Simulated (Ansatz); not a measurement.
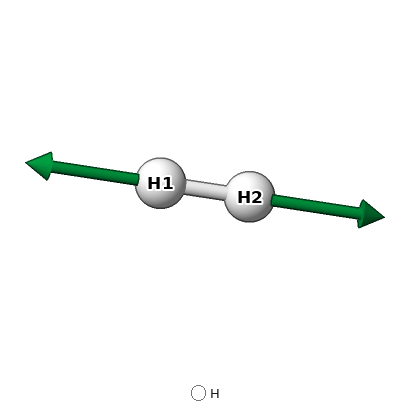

The arrows show one normal mode. Harmonic vibrations computed with RKS PBE0-D4/def2-TZVP (Ansatz 0.2.0) at a stationary point of the same level.

> What kind of motion is it?

Mostly H–H stretching.

> Estimate its harmonic wavenumber.

4414 cm⁻¹; it is mode 1 of 1 counted from the lowest.
